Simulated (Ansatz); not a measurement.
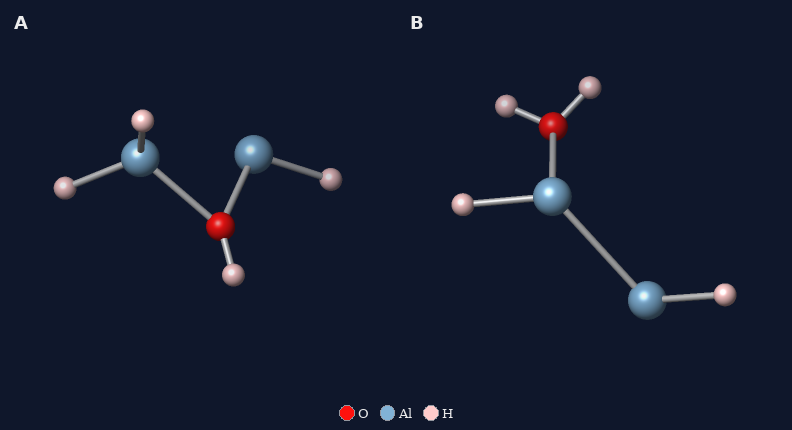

2 stationary structures of one formula. Geometries: PBE-D4/def2-SVP. Electronic energies: PBE-D4/def2-SVP (Ansatz 0.2.0), without zero-point energy. No frequency run is at hand to confirm each as a minimum. Each is one conformer, not always the lowest.

Which structure is the most stable?

A is lowest (Cs); B lies 221.2 kJ/mol above it (C1).
